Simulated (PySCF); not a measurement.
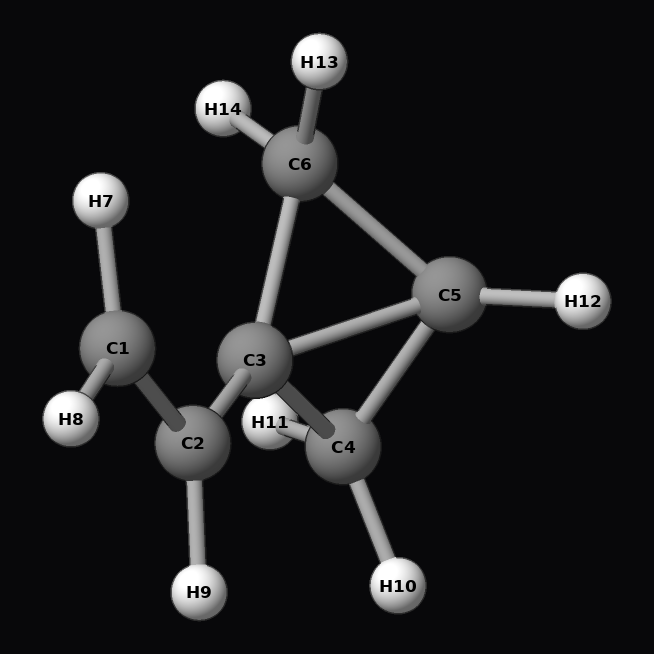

The questions are on Mulliken spin populations. Charge +1, doublet. The computed structure is the end point of a GFN2-xTB optimisation. No frequency run is at hand to confirm it as a minimum. Level of theory: UKS B3LYP, pcH-1 on C H, non-relativistic (PySCF 2.14.0).

### Which atom carries the largest spin population?

C1 (0.45 e).

### Which atom has the lowest spin population?

C2 (−0.07 e); a negative value comes from spin polarisation.

List the Mulliken spin populations.

```json
{"atom": "C1", "value (e)": "0.45"}
{"atom": "C2", "value (e)": "−0.07"}
{"atom": "C3", "value (e)": "0.28"}
{"atom": "C4", "value (e)": "−0.04"}
{"atom": "C5", "value (e)": "0.34"}
{"atom": "C6", "value (e)": "−0.04"}
{"atom": "H7", "value (e)": "−0.02"}
{"atom": "H8", "value (e)": "−0.02"}
{"atom": "H9", "value (e)": "0.00"}
{"atom": "H10", "value (e)": "0.01"}
{"atom": "H11", "value (e)": "0.06"}
{"atom": "H12", "value (e)": "−0.02"}
{"atom": "H13", "value (e)": "0.01"}
{"atom": "H14", "value (e)": "0.06"}
```

Mulliken values depend strongly on the basis set.
